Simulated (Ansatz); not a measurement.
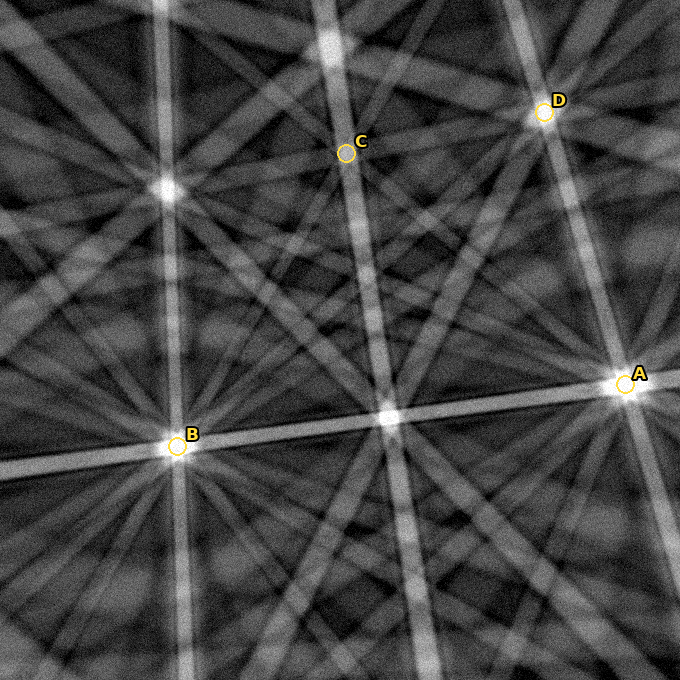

Simulated Kikuchi (electron backscatter) pattern at 20 kV: kinematic bands of width 2θ(Bragg) in gnomonic projection, seen from the camera side; the frame spans ±42° from its centre. Crystal: MoS, space group P6_3mc (No. 186), a = 3.92 Å, c = 5.36 Å (hexagonal axes). Structure: the end point of a relaxation with Ansatz, DFT PBEsol, scalar-relativistic, plane waves, PAW; the starting structure was generated, so it need not be a known form of this composition.

Pole A is [100] and pole B is [110].

### Index the poles C and D.

C is [21-1], 47.2° from A and 47.2° from B. D is [20-1], 34.4° from A and 65.6° from B.

### Which band joins A and B, and how wide is it?

It comes from the planes common to both zones. The strongest order is 0 0 2 with d = 2.679 Å, so the band is 2θ = 1.8° wide (λ = 0.0859 Å). Other orders of the same planes (0 0 4) lie on the same centre line with other widths.
